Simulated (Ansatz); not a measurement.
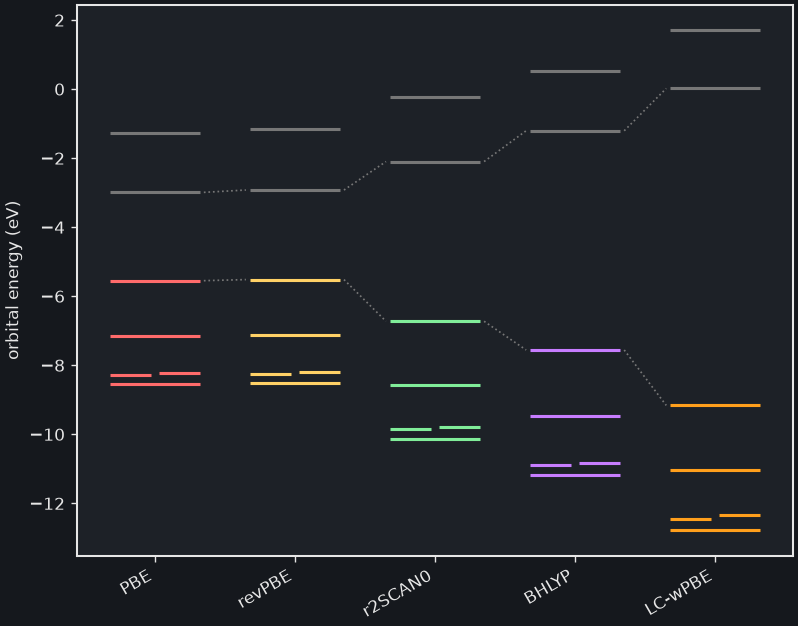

Frontier orbital energies of Si₃NH₇, SMILES [SiH]N([SiH3])[SiH3] at one geometry, def2-TZVPP, the Ansatz code, at a PBE0-D4/def2-TZVP geometry (a minimum by its frequencies). Empty levels are grey, levels within 0.1 eV stand side by side; all columns show the same few orbitals around the gap. Dotted lines join the HOMOs and the LUMOs.

Q: Compare the HOMO-LUMO separations.

A: The separation grows from 2.56 eV (PBE) to 9.18 eV (LC-wPBE).

| level | HOMO (eV) | LUMO (eV) | separation (eV) |
| --- | --- | --- | --- |
| PBE | −5.55 | −3.00 | 2.56 |
| revPBE | −5.52 | −2.93 | 2.59 |
| r2SCAN0 | −6.73 | −2.10 | 4.63 |
| BHLYP | −7.56 | −1.21 | 6.35 |
| LC-wPBE | −9.17 | 0.02 | 9.18 |

Limits of at least one run: empty levels above zero depend strongly on the basis.
